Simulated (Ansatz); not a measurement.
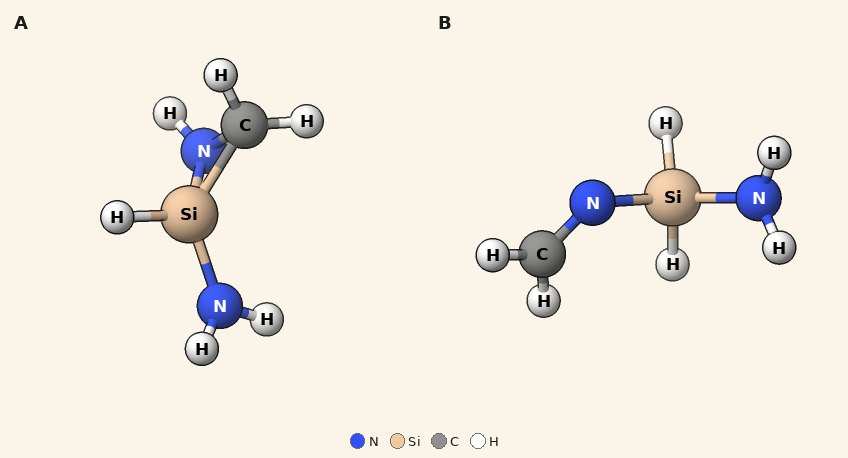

2 stationary structures of one formula. Geometries: PBE0-D4/def2-TZVP. Electronic energies: CCSD(T)/CBS (MP2 limit from def2-TZVPP and def2-QZVPP plus CCSD(T) − MP2) (Ansatz 0.2.0), without zero-point energy. Each is one conformer, not always the lowest.

**Which structure is the most stable?**

B is lowest (a minimum); A lies 0.481 eV above it (a minimum). A is `N[Si@H]1CN1`, B is `C=N[SiH2]N`.

Give E(B) − E(A) in eV at these levels too: PBE0-D4/def2-TZVP; HSE06 (plane-wave form)-D4/def2-TZVPP; direct RPA on PBE orbitals (frozen core)/def2-TZVPP; RHF-CCSD(T) (frozen core)/def2-SVP; PBE-D4/def2-TZVPP; B97M-V/def2-TZVPP; RHF-CCSD(T) (frozen core)/def2-TZVPP; r2SCAN0-D4/def2-TZVPP.

| level | E(B) − E(A) (eV) |
| --- | --- |
| PBE0-D4/def2-TZVP | −0.346 |
| HSE06 (plane-wave form)-D4/def2-TZVPP | −0.324 |
| direct RPA on PBE orbitals (frozen core)/def2-TZVPP | −0.606 |
| RHF-CCSD(T) (frozen core)/def2-SVP | −0.751 |
| PBE-D4/def2-TZVPP | −0.353 |
| B97M-V/def2-TZVPP | −0.426 |
| RHF-CCSD(T) (frozen core)/def2-TZVPP | −0.542 |
| r2SCAN0-D4/def2-TZVPP | −0.346 |
